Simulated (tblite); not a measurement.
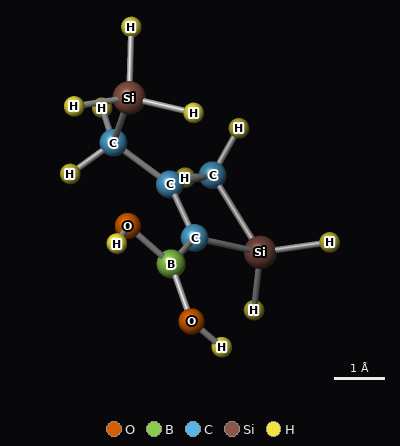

*The structure (ball-and-stick view, seen at a tilt).*

Bond lengths as drawn: B–C 1.54 Å, B–O 1.36 to 1.37 Å, C–C 1.36 to 1.51 Å, C–H 1.09 Å, C–Si 1.88 to 1.92 Å, H–O 0.95 to 0.96 Å and H–Si 1.46 to 1.48 Å.

## Run report: C₄H₁₁BO₂Si₂, frequency calculation

- system: C₄H₁₁BO₂Si₂
- method: GFN2-xTB harmonic vibrations, gas phase (tblite 0.8.0)

It belongs to a series of runs on one base structure; here: H on C replaced by B(OH)2.

Input:
```
{"job": {"kind": "ir", "xc": "GFN2-xTB", "basis": "xTB"}, "charge": 0, "multiplicity": 1}
O      0.255073    -1.960407    -1.013349
B      1.283207    -1.097868    -0.768077
O      2.546697    -1.551290    -1.038782
C      0.938145     0.284023    -0.172913
C     -0.314730     0.789741    -0.025424
C     -1.592357     0.216764    -0.470581
Si    -1.961587    -1.447368     0.416883
C     -0.143727     2.093204     0.712367
Si     1.749612     1.755937     0.677569
H      0.534142    -2.817494    -1.337895
H      3.250450    -0.931858    -0.858391
H     -1.530180    -0.006794    -1.535523
H     -2.403071     0.929745    -0.317772
H     -0.918983    -1.836978     1.361773
H     -2.313876    -2.494351    -0.539408
H     -3.166689    -1.186796     1.230819
H     -0.524679     2.953288     0.160728
H     -0.634263     2.088695     1.685578
H      2.540754     2.676899    -0.145294
H      2.400914     1.553588     1.974657
```

The first line tells a small driver script what to run in tblite; the rest is the geometry in Å.

Launched with:
```bash
OMP_NUM_THREADS=1 python <driver script> task.json out
```

What the program printed:
```
mode    cm-1     km/mol
  1      54.1      0.23
  2      74.6      3.85
  3     102.0     11.02
  4     120.8      1.47
  5     149.2      0.19
  6     196.4      1.03
  7     255.0      0.44
  8     264.5      1.26
  9     329.3      6.32
 10     402.7      2.85
 11     433.1      9.30
 12     450.6      8.76
 13     466.1     22.39
 14     499.3     18.07
 15     535.9     52.33
 16     553.1     56.38
 17     560.6     19.86
 18     573.5     15.25
 19     590.8     45.06
 20     615.6    173.98
 21     621.7    262.09
 22     702.0     25.33
 23     729.7     19.97
 24     744.9     60.26
 25     760.2    289.64
 26     783.0     89.93
 27     786.7    321.74
 28     829.6    268.74
 29     856.2    199.65
 30     934.2     23.24
 31     938.7     20.75
 32     952.4    191.76
 33    1029.9      5.25
 34    1040.7    185.63
 35    1090.1     17.09
 36    1150.3     31.50
 37    1181.8     14.93
 38    1221.5    230.25
 39    1259.5    281.79
 40    1320.3    406.70
 41    1452.5      1.94
 42    1458.1     12.32
 43    1585.8    262.93
 44    2145.3    409.00
 45    2217.8    520.22
 46    2236.6    263.93
 47    2269.6    194.76
 48    2283.6    389.47
 49    2961.8     49.79
 50    2977.8      9.42
 51    2982.7     39.07
 52    2985.7     58.06
 53    3604.2     16.00
 54    3668.1      7.93
```

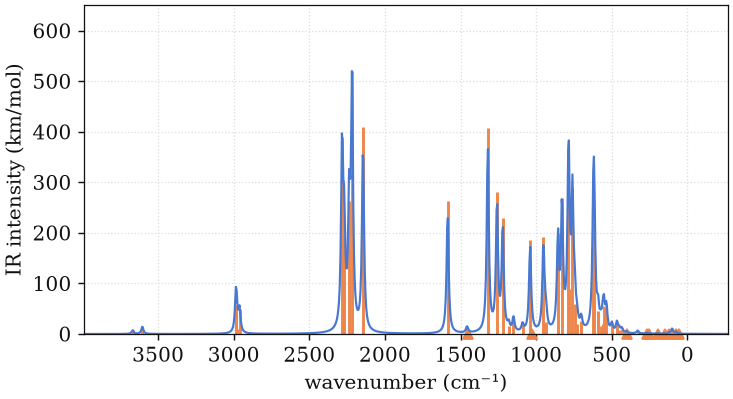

*Harmonic infrared spectrum, unscaled: sticks (degenerate modes added up, dark ones marked on the axis) with a Lorentzian envelope of 16 cm⁻¹ full width, scaled to the tallest stick.*

54 modes from 54 to 3668 cm⁻¹, none imaginary. The strongest line is at 2218 cm⁻¹ (520 km/mol).

Results in brief:

```json
{"quantity": "outcome", "value": "converged"}
{"quantity": "total energy", "value": "−735.6256 eV"}
{"quantity": "zero-point energy", "value": "87.1900 kcal/mol"}
{"quantity": "hardware", "value": "1 CPU thread, shared host"}
{"quantity": "wall time", "value": "3.4 s"}
{"quantity": "peak memory", "value": "0.18 GiB"}
```
